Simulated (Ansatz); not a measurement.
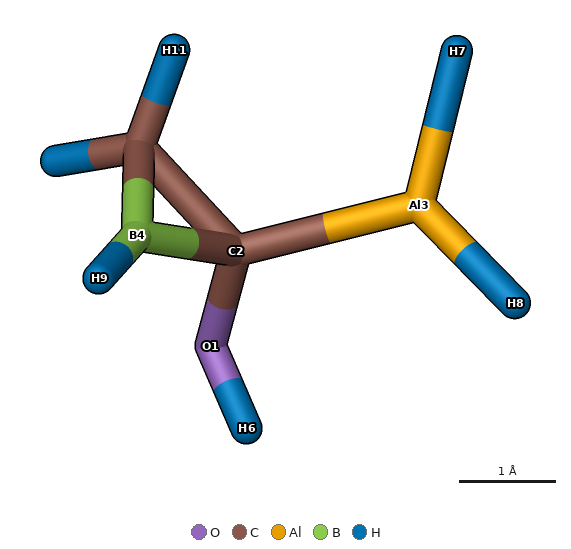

*The structure as given in the input (stick view, seen at a tilt; atoms are numbered from 1 in the order of the input). Sticks mark near contacts.*

**Run report: C2H6AlBO, geometry relaxation (part 1 of 2)**

- system: C2H6AlBO
- method: RKS PBE-D4/def2-SVP (Ansatz 0.2.0)

The geometry: force-field start. Figures and captions count atoms from 1; the log counts them from 0 in places.

### The program's output
```
Functional definition: PBE
  name "PBE"
  cite "Perdew, Burke & Ernzerhof, Phys. Rev. Lett. 77, 3865 (1996) doi:10.1103/PhysRevLett.77.3865"
  parent pbe
  parameter kappa = 0.804
  parameter beta = 0.06672455060314922
  exchange = pbe_x(kappa = kappa, mu = beta*pi^2/3)
  correlation = pbe_c(beta = beta)
1154 factors; their error is unknown
mean field evaluation 1: about -11461.4802 eV, gradient 6.7e1 eV
mean field evaluation 2: about -11382.7290 eV, gradient 1.7e2 eV
mean field evaluation 4: about -11472.3084 eV, gradient 1.7e1 eV
mean field evaluation 8: about -11472.9044 eV, gradient 9.7e-2 eV
mean field evaluation 16: about -11472.8500 eV, gradient 1.4e-4 eV
mean field -11472.84999326 eV, -421.6194606753 hartree, gradient 2.2e-5 eV, S^2 0.000000; 1 other end points of the search recorded, 0 dependent functions left out
the calculation of the forces begins
reference -11472.85003604 eV, -421.6194622473 hartree; 22, 22 occupied and 82, 82 virtual orbitals, 1154 factors
relax step   1: F+E_penalty+E_count = -11473.06669471 eV  Δ(F+E_penalty+E_count) = +0.000e0 eV  max|allowed force component| = 3.994e0 eV/Å  Δτ_max = 0.0000 Å  (41 SCF iters, accepted)
these checks for a lower state are left out or cut short: starts, cluster_reference, orbital_swaps, neighbouring_geometries, increment
1154 factors; their error is unknown
mean field -11473.33321300 eV, -421.6372186732 hartree, gradient 1.2e-5 eV, S^2 0.000000; 0 other end points of the search recorded, 0 dependent functions left out
[... from here on the field's lines of each further geometry are left out, up to the last ...]
relax step   2: F+E_penalty+E_count = -11473.54901879 eV  Δ(F+E_penalty+E_count) = -4.823e-1 eV  max|allowed force component| = 1.372e0 eV/Å  Δτ_max = 0.1460 Å  (30 SCF iters, accepted)
relax step   3: F+E_penalty+E_count = -11473.69471193 eV  Δ(F+E_penalty+E_count) = -1.457e-1 eV  max|allowed force component| = 3.839e-1 eV/Å  Δτ_max = 0.1949 Å  (30 SCF iters, accepted)
relax step   4: F+E_penalty+E_count = -11473.71599312 eV  Δ(F+E_penalty+E_count) = -2.128e-2 eV  max|allowed force component| = 4.404e-1 eV/Å  Δτ_max = 0.2000 Å  (31 SCF iters, accepted)
relax step   5: F+E_penalty+E_count = -11473.75429668 eV  Δ(F+E_penalty+E_count) = -3.830e-2 eV  max|allowed force component| = 2.431e-1 eV/Å  Δτ_max = 0.1628 Å  (30 SCF iters, accepted)
relax step   6: F+E_penalty+E_count = -11473.76557503 eV  Δ(F+E_penalty+E_count) = -1.128e-2 eV  max|allowed force component| = 1.269e-1 eV/Å  Δτ_max = 0.0782 Å  (30 SCF iters, accepted)
relax step   7: F+E_penalty+E_count = -11473.77486130 eV  Δ(F+E_penalty+E_count) = -9.286e-3 eV  max|allowed force component| = 3.403e-1 eV/Å  Δτ_max = 0.0934 Å  (30 SCF iters, accepted)
relax step   8: F+E_penalty+E_count = -11473.78199614 eV  Δ(F+E_penalty+E_count) = -7.135e-3 eV  max|allowed force component| = 3.208e-1 eV/Å  Δτ_max = 0.0334 Å  (30 SCF iters, accepted)
relax step   9: F+E_penalty+E_count = -11473.79414615 eV  Δ(F+E_penalty+E_count) = -1.215e-2 eV  max|allowed force component| = 7.691e-1 eV/Å  Δτ_max = 0.1150 Å  (31 SCF iters, accepted)
relax step  10: F+E_penalty+E_count = -11473.81287127 eV  Δ(F+E_penalty+E_count) = -1.873e-2 eV  max|allowed force component| = 5.371e-1 eV/Å  Δτ_max = 0.0451 Å  (31 SCF iters, accepted)
relax step  11: F+E_penalty+E_count = -11473.87279581 eV  Δ(F+E_penalty+E_count) = -5.992e-2 eV  max|allowed force component| = 3.420e-1 eV/Å  Δτ_max = 0.1927 Å  (36 SCF iters, accepted)
relax step  12: F+E_penalty+E_count = -11473.96051011 eV  Δ(F+E_penalty+E_count) = -8.771e-2 eV  max|allowed force component| = 7.973e-1 eV/Å  Δτ_max = 0.1971 Å  (35 SCF iters, accepted)
relax step  13: F+E_penalty+E_count = -11474.05976407 eV  Δ(F+E_penalty+E_count) = -9.925e-2 eV  max|allowed force component| = 1.052e0 eV/Å  Δτ_max = 0.1915 Å  (35 SCF iters, accepted)
relax step  14: F+E_penalty+E_count = -11474.12842088 eV  Δ(F+E_penalty+E_count) = -6.866e-2 eV  max|allowed force component| = 6.196e-1 eV/Å  Δτ_max = 0.1158 Å  (30 SCF iters, accepted)
relax step  15: F+E_penalty+E_count = -11474.17410602 eV  Δ(F+E_penalty+E_count) = -4.569e-2 eV  max|allowed force component| = 2.375e-1 eV/Å  Δτ_max = 0.0913 Å  (30 SCF iters, accepted)
relax step  16: F+E_penalty+E_count = -11474.19427643 eV  Δ(F+E_penalty+E_count) = -2.017e-2 eV  max|allowed force component| = 2.173e-1 eV/Å  Δτ_max = 0.1122 Å  (30 SCF iters, accepted)
relax step  17: F+E_penalty+E_count = -11474.20138343 eV  Δ(F+E_penalty+E_count) = -7.107e-3 eV  max|allowed force component| = 1.022e-1 eV/Å  Δτ_max = 0.0428 Å  (31 SCF iters, accepted)
relax step  18: F+E_penalty+E_count = -11474.21008088 eV  Δ(F+E_penalty+E_count) = -8.697e-3 eV  max|allowed force component| = 8.853e-2 eV/Å  Δτ_max = 0.1179 Å  (30 SCF iters, accepted)
relax step  19: F+E_penalty+E_count = -11474.21320464 eV  Δ(F+E_penalty+E_count) = -3.124e-3 eV  max|allowed force component| = 9.009e-2 eV/Å  Δτ_max = 0.0719 Å  (30 SCF iters, accepted)
relax step  20: F+E_penalty+E_count = -11474.21539758 eV  Δ(F+E_penalty+E_count) = -2.193e-3 eV  max|allowed force component| = 4.300e-2 eV/Å  Δτ_max = 0.0703 Å  (30 SCF iters, accepted)
relax step  21: F+E_penalty+E_count = -11474.21613470 eV  Δ(F+E_penalty+E_count) = -7.371e-4 eV  max|allowed force component| = 4.788e-2 eV/Å  Δτ_max = 0.0232 Å  (31 SCF iters, accepted)
relax step  22: F+E_penalty+E_count = -11474.21648920 eV  Δ(F+E_penalty+E_count) = -3.545e-4 eV  max|allowed force component| = 5.244e-2 eV/Å  Δτ_max = 0.0353 Å  (31 SCF iters, accepted)
the calculation of the forces begins
reference -11473.99266239 eV, -421.6614529911 hartree; 22, 22 occupied and 82, 82 virtual orbitals, 1154 factors
relax step  23: F+E_penalty+E_count = -11474.21698340 eV  Δ(F+E_penalty+E_count) = -4.942e-4 eV  max|allowed force component| = 2.175e-2 eV/Å  Δτ_max = 0.0177 Å  (32 SCF iters, accepted)
1154 factors; their error is unknown
mean field evaluation 192: about -11473.9925 eV, gradient 2.2e-1 eV
```

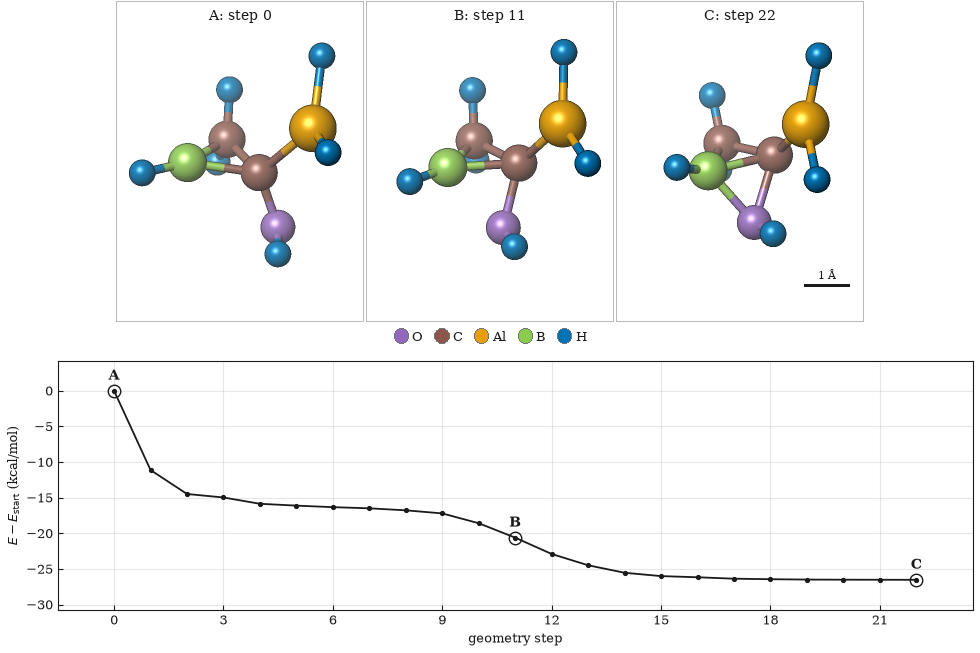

*Frames of the relaxation (ball-and-stick view, seen at a tilt) above the curves, on which the letters mark them (the first geometry is step 0 here and step 1 in the log).*

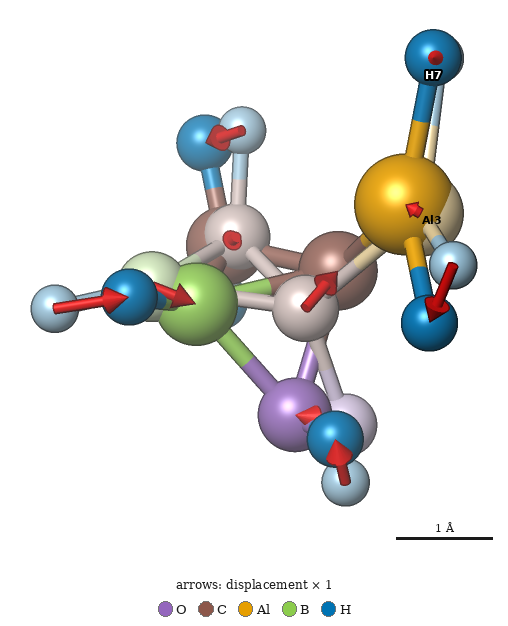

*Start (faint) and end (solid) with the displacements as red arrows, at true length (ball-and-stick view, seen at a tilt). The two geometries are laid on each other by the best rigid fit.*

The atom that moves furthest after the best rigid fit is H9 (0.85 Å). Largest moves by element: H 0.85 Å, O 0.64 Å, C 0.64 Å, B 0.50 Å, Al 0.19 Å. Among the contacts that change: O1–B4 2.562 → 1.572 Å, O1–C2 1.364 → 1.602 Å, C2–Al3 1.987 → 1.905 Å, Al3–H8 1.544 → 1.613 Å. New bonds form: O1–B4 (2.56 → 1.57 Å). Among the angles that change: O1–C2–B4 117.3° → 58.6°, Al3–C2–B4 118.0° → 98.4°, O1–C2–C5 112.3° → 92.8°. The energy falls by 26.5 kcal/mol in 22 geometry steps. Largest force component: 4 eV/Å at the start, 0.022 eV/Å at the end. (Atoms are counted from 1 in the order of the input.)

```
mean field -11473.99262142 eV, -421.6614514858 hartree, gradient 2.5e-5 eV, S^2 0.000000; 1 other end points of the search recorded, 0 dependent functions left out
the calculation of the forces begins
reference -11473.99266239 eV, -421.6614529911 hartree; 22, 22 occupied and 82, 82 virtual orbitals, 1154 factors
Total energy: -11474.21702437 eV, -421.6696981419 hartree
Atom 0 at    -1.196426     0.028117    -0.911370 Å, force     0.011803     0.006700     0.021746 eV/Å
Atom 1 at     0.264521    -0.468068    -0.480570 Å, force    -0.002009     0.006744    -0.006626 eV/Å
Atom 2 at     0.111007    -1.255833     1.247362 Å, force    -0.005375    -0.018308     0.008584 eV/Å
Atom 3 at    -0.262655     1.008581    -0.113110 Å, force     0.003670    -0.001086     0.004656 eV/Å
Atom 4 at     0.934154     0.729926    -1.097216 Å, force     0.001282     0.001408    -0.003600 eV/Å
Atom 5 at    -1.827839    -0.415818    -0.289138 Å, force    -0.015148    -0.005186    -0.018746 eV/Å
Atom 6 at     1.335559    -1.618436     2.196159 Å, force     0.007600     0.005474     0.002356 eV/Å
Atom 7 at    -1.456182    -1.501890     1.538388 Å, force     0.005180     0.011071    -0.007114 eV/Å
Atom 8 at    -0.639901     1.671566     0.822886 Å, force     0.000137    -0.003118    -0.007164 eV/Å
Atom 9 at     0.855153     0.852655    -2.193968 Å, force    -0.002923    -0.003641     0.011221 eV/Å
Atom 10 at     1.948008     0.912200    -0.698922 Å, force    -0.004218    -0.000060    -0.005314 eV/Å
Dipole moment:    -0.133427    -0.064236     0.044548 e Å
```

### Trajectory as extended XYZ (Å, eV, eV/Å), 19 of the 23 frames kept, from step=1 to step=23
```
11
Properties=species:S:1:pos:R:3:forces:R:3 step=1 energy=-11473.06669
O    -1.1631   -0.4601   -1.2776   -3.9938  -0.4006  -0.6344
C    -0.2561   -0.1209   -0.3165    0.9677   0.1108   2.3736
Al    0.0471   -1.4290    1.1484    1.3851   0.6664   0.0665
B    -0.0862    1.4649    0.0256    0.0882  -1.2937  -0.4633
C     0.9049    0.6091   -0.8736    0.4216   1.8605   2.0543
H    -2.0747   -0.4668   -0.8063    1.5841  -0.0237  -1.1706
H     1.6062   -1.7006    1.6422   -0.4540  -0.0012  -0.2017
H    -1.0819   -1.8049    2.1329   -0.7860  -0.3972   0.3189
H    -0.5621    2.4640    0.5651    0.2915  -0.4350  -0.3928
H     0.8667    0.8937   -1.9075    0.4729   0.0944  -1.2042
H     1.8646    0.4936   -0.3122    0.0227  -0.1805  -0.7463
11
Properties=species:S:1:pos:R:3:forces:R:3 step=2 energy=-11473.54902
O    -1.2277   -0.4347   -1.2553   -1.3413  -0.1348  -0.1516
C    -0.2327   -0.1330   -0.3052    0.2754   0.1326   1.3723
Al    0.1046   -1.3373    1.2426   -0.0106  -0.0436  -0.2347
B    -0.0901    1.4277    0.0368    0.2470  -0.9430  -0.5030
C     0.9224    0.6644   -0.8700    0.1605   0.9147   0.9001
H    -2.0996   -0.4372   -0.7846    0.5468   0.0102  -0.3648
H     1.6207   -1.6815    1.6881   -0.1315   0.1273   0.0613
H    -1.1641   -1.9050    2.0655    0.0791   0.0325  -0.1087
H    -0.5814    2.4121    0.5413    0.0707  -0.0768  -0.1620
H     0.8984    0.9074   -1.9399    0.2641   0.0257  -0.2986
H     1.9149    0.4600   -0.3987   -0.1602  -0.0450  -0.5104
11
Properties=species:S:1:pos:R:3:forces:R:3 step=3 energy=-11473.69471
O    -1.2922   -0.4005   -1.2081    0.3839   0.0618  -0.2345
C    -0.2188   -0.1446   -0.2800   -0.0623  -0.2245   0.3743
Al    0.1241   -1.3689    1.2294   -0.2282   0.0409  -0.0396
B    -0.0686    1.3828    0.0433    0.0729  -0.1274  -0.0560
C     0.9367    0.6967   -0.8693    0.3557  -0.0091  -0.0351
H    -2.1284   -0.3890   -0.7203   -0.3097   0.0296   0.2779
H     1.6093   -1.5488    1.8304   -0.1087   0.0445   0.0024
H    -1.1938   -2.0039    1.9471    0.2542   0.0403  -0.1692
H    -0.5733    2.3702    0.5041   -0.0808   0.0765  -0.0340
H     0.9179    0.9362   -1.9535    0.0300   0.0169   0.1076
H     1.9525    0.4127   -0.5027   -0.3069   0.0506  -0.1939
11
Properties=species:S:1:pos:R:3:forces:R:3 step=5 energy=-11473.75430
O    -1.3473   -0.2828   -1.1385    0.2068   0.1282   0.0997
C    -0.2128   -0.1490   -0.2458   -0.1869  -0.1021   0.0036
Al    0.1195   -1.3762    1.2230    0.0480  -0.1192   0.1003
B    -0.0152    1.3783    0.0437   -0.1195   0.2431  -0.0995
C     0.9596    0.6682   -0.8748    0.0890   0.0019  -0.0816
H    -2.1535   -0.3136   -0.5877    0.0269  -0.0398   0.0208
H     1.5352   -1.3529    1.9972   -0.1190   0.0389  -0.0666
H    -1.1175   -2.2610    1.7502    0.0411   0.0361  -0.0385
H    -0.5833    2.3975    0.3752    0.1170  -0.1899   0.0115
H     0.9202    0.9227   -1.9532   -0.0306  -0.0318   0.0368
H     1.9604    0.3118   -0.5690   -0.0729   0.0346   0.0134
11
Properties=species:S:1:pos:R:3:forces:R:3 step=6 energy=-11473.76557
O    -1.3495   -0.2620   -1.1250    0.0155   0.1269   0.0986
C    -0.2120   -0.1479   -0.2406   -0.0145  -0.1057   0.0281
Al    0.1199   -1.3848    1.2211   -0.0533  -0.0036   0.0299
B    -0.0054    1.3833    0.0348   -0.0203   0.1010  -0.0124
C     0.9595    0.6637   -0.8852   -0.0642  -0.0143  -0.0845
H    -2.1479   -0.3337   -0.5629    0.0972  -0.0338  -0.0652
H     1.5053   -1.2882    2.0291   -0.0515  -0.0151  -0.0203
H    -1.1197   -2.2952    1.6974    0.0704   0.0163  -0.0077
H    -0.5510    2.3965    0.3987    0.0310  -0.0699  -0.0001
H     0.9075    0.9030   -1.9654   -0.0085  -0.0344   0.0000
H     1.9587    0.3083   -0.5816   -0.0020   0.0327   0.0337
```
